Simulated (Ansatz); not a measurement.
The reference is KCl in the rock salt structure (space group Fm-3m, No. 225; a = 6.2437 Å). Axes: x, y, z lie along the cube axes.

The change: the cell is stretched by 0.99 % along z with no lateral relaxation, atoms relaxed at fixed cell.

Level of theory: plane-wave PAW DFT at the PBEsol level (Ansatz, an electronic-structure program, 420 eV), scalar-relativistic without spin-orbit coupling.

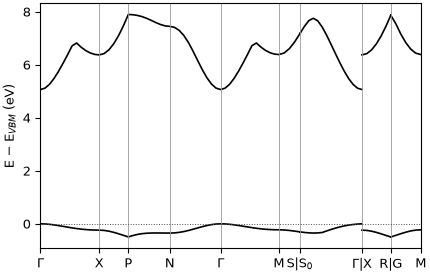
Fig. 1. Highest valence and lowest conduction band along the path of the changed cell's own zone

**Question.** From the figure, how large is the changed gap, and is it direct?

**Answer.** About 5.1 eV, direct at Γ.

The cells carry an imposed strain or load. Stability against distortions was not tested. k-point labels follow each cell's own Brillouin zone.
